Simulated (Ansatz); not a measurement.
**ZrO (SMILES [O][Zr]): RPA@PBE/def2-TZVP (core potential)**

Aim: the vertical singlet–triplet gap of ZrO at RPA@PBE/def2-TZVP (core potential), from 2 runs. 

The calculation is run with Ansatz 0.2.0.

### Step 1. The system as given

ZrO has 2 atoms, charge 0, and is taken as a singlet. As SMILES, `[O][Zr]`. Geometry: the measured bond length.

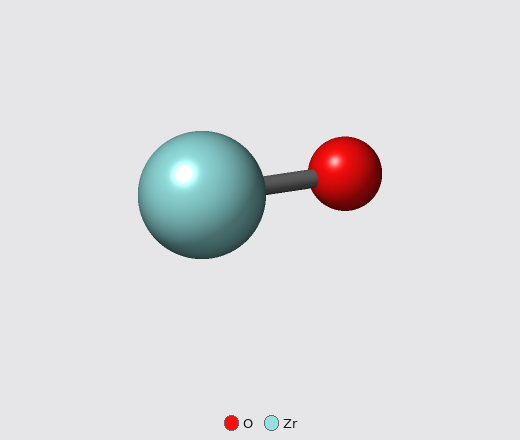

The structure, seen from a chosen angle (oxygen red, zirconium light teal).

### Step 2. The energy at RPA@PBE/def2-TZVP (core potential)

The input, in.yaml:

```yaml
crystal:
  periodic: [false, false, false]
  atoms:
    - {symbol: O, position_ang: [0.000000, 0.000000, 0.000000]}
    - {symbol: Zr, position_ang: [0.000000, 0.000000, 1.711600]}
basis:
  gaussian: {orbitals: def2-TZVP}
hamiltonian: {xc: {name: PBE}}
correlation: {method: rpa, frozen_orbitals: {O: 1, Zr: 0}}
accuracy: high
```

Command:

```sh
ansatz run in.yaml --threads 1 --pin off --max-ram 3480MiB --events-out events.jsonl --progress --plain --runs-dir runs
```

What it wrote:

```text
Warning: RAYON_NUM_THREADS=1 ignored (pool sized by the plan → 1); use --threads N
Functional definition: PBE
  name "PBE"
  parameter kappa = 0.804
  parameter beta = 0.06672455060314922
  exchange = pbe_x(kappa = kappa, mu = beta*pi^2/3)
  correlation = pbe_c(beta = beta)
1124 factors; integrals over basis functions are off by at most 3.6e-9 eV
mean field evaluation 1: about -3312.2926 eV, gradient 8.5e1 eV
mean field evaluation 2: about -3312.2900 eV, gradient 8.5e1 eV
mean field evaluation 4: about -3323.9125 eV, gradient 3.2e1 eV
mean field evaluation 8: about -3325.7443 eV, gradient 1.5e0 eV
mean field evaluation 16: about -3325.7464 eV, gradient 2.1e-3 eV
mean field evaluation 32: about -3322.0455 eV, gradient 2.5e1 eV
mean field evaluation 64: about -3325.2902 eV, gradient 9.9e0 eV
mean field evaluation 96: about -3253.2047 eV, gradient 7.6e1 eV
mean field -3325.74637523 eV, -122.2189250179 hartree, gradient 3.1e-8 eV, S^2 0.000000; 4 other end points of the search recorded, 0 dependent functions left out; unrestricted orbitals would lower it
unrestricted determinant -3303.39094289 eV, -121.3973780323 hartree, S^2 0.7674
1 core orbitals not correlated: weight in the atoms' cores, before any rotation towards them, 1.000 or more for the frozen orbitals, at most 0.000 for the correlated occupied ones
reference -3302.25524050 eV, -121.3556417395 hartree; 9, 9 occupied and 61, 61 virtual orbitals, 1124 factors
Total energy: -3324.02305276 eV, -122.1555940853 hartree
```

Run time: 12 s. Hardware: 1 thread of Arm Neoverse V1, shared host; peak memory 0.2 GiB.

### Step 3. The triplet, same level

The input, run.yaml:

```yaml
crystal:
  periodic: [false, false, false]
  atoms:
    - {symbol: O, position_ang: [0.000000, 0.000000, 0.000000]}
    - {symbol: Zr, position_ang: [0.000000, 0.000000, 1.711600]}
basis:
  gaussian: {orbitals: def2-TZVP}
magnetization: {spin_polarized: true, initial_magnetization: 2}
hamiltonian: {xc: pbe}
correlation: {method: rpa, frozen_orbitals: {O: 1, Zr: 0}}
accuracy: high
```

Command:

```sh
ansatz run run.yaml --threads 1 --pin off --max-ram 3480MiB --events-out events.jsonl --progress --plain --runs-dir runs
```

What it wrote, shortened:

```text
Warning: RAYON_NUM_THREADS=1 ignored (pool sized by the plan → 1); use --threads N
[... 2 set-up lines as earlier in the session ...]
[...]
1124 factors; integrals over basis functions are off by at most 3.6e-9 eV
[...]
mean field -3325.88404251 eV, -122.2239841971 hartree, gradient 6.1e-8 eV, S^2 2.007011; 6 other end points of the search recorded, 0 dependent functions left out
1 core orbitals not correlated: weight in the atoms' cores, before any rotation towards them, 1.000 or more for the frozen orbitals, at most 0.000 for the correlated occupied ones
reference -3302.89451773 eV, -121.3791347443 hartree; 10, 8 occupied and 60, 62 virtual orbitals, 1124 factors
Total energy: -3323.32333884 eV, -122.1298800729 hartree
```

Wall time 26 s (1 thread of Arm Neoverse V1, shared host); peak memory 0.23 GiB.

### Step 4. Results

Level: RPA@PBE/def2-TZVP (core potential), 1 core orbital frozen.

```
                                        quantity          value
                           singlet: total energy  -122.15559 Eh
       singlet: RPA correlation energy (valence)     -800.0 mEh
                           triplet: total energy  -122.12988 Eh
       triplet: RPA correlation energy (valence)     -750.7 mEh
      triplet: ⟨S²⟩ of the reference determinant          2.007
vertical energy of the triplet above the singlet       0.700 eV
```

In words: At this shape the triplet lies 0.70 eV (67.5 kJ/mol) above the singlet. The restricted solution (singlet) is unstable to spin breaking: an unrestricted one lies lower.
